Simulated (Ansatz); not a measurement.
AlF2H3SSi ((F)2Al-S-SiH3)

Input

```
crystal:
  periodic: [false, false, false]
  atoms:
    - {symbol: Al, position_ang: [-0.071159, -0.432186, -1.765609]}
    - {symbol: F, position_ang: [-1.370455, -1.180241, -1.058543]}
    - {symbol: F, position_ang: [0.181187, -0.608826, -3.386820]}
    - {symbol: S, position_ang: [1.226766, 0.740055, -0.512765]}
    - {symbol: Si, position_ang: [0.168380, 0.410952, 1.356232]}
    - {symbol: H, position_ang: [-1.220016, 0.944340, 1.285089]}
    - {symbol: H, position_ang: [0.948524, 1.162076, 2.377049]}
    - {symbol: H, position_ang: [0.136772, -1.036180, 1.705377]}
basis:
  gaussian: {orbitals: def2-TZVP, initial_orbitals: start.molden}
hamiltonian: {xc: pbe0, dispersion: d4}
scf: {omitted_lower_state_checks: [starts]}
output: {orbitals: {seedname: orbitals}}
```

Run with:

```sh
ansatz run in.yaml --threads 4 --pin off --events-out ev --progress --plain --max-ram 3916MiB
```

Geometry: r2SCAN-D4/def2-SVP.

The calculation used RKS PBE0-D4/def2-TZVP (Ansatz).

What will maps of the electron density and electron localisation function show?

Answer. Al–F (1.65 Å): ρ is about 0.91 e/Å³ halfway; the ELF peaks at about 0.85 in the valence shell of F, 0.6 Å from its nucleus, and is about 0.25 at the midpoint.
Al–S (2.15 Å): the density is about 0.71 e/Å³ at the midpoint; the ELF peaks at about 0.90 in the valence shell of S, 1.0 Å from its nucleus, and is about 0.85 at the midpoint.
Si–S (2.17 Å): the density is about 0.77 e/Å³ at the midpoint, with its minimum of 0.61 e/Å³ about 0.8 Å from Si; the ELF peaks at about 0.90 between the atoms (a covalent bond).
Si–H (1.49 Å): ρ is about 0.81 e/Å³ halfway; the ELF climbs to about 1 towards the hydrogen, as it does in any bond to H.

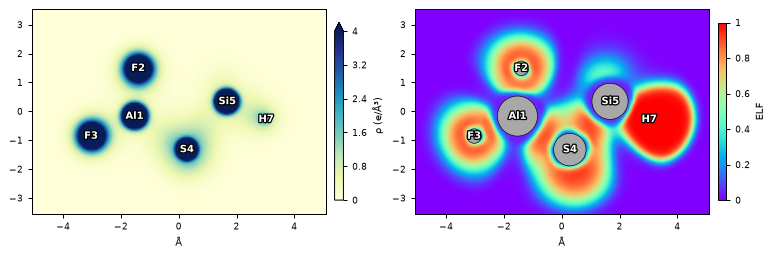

Computed electron density and electron localisation function on the plane of atoms S4, Si5 and H7, in this order. Grey discs cover the atomic cores in the ELF map. 
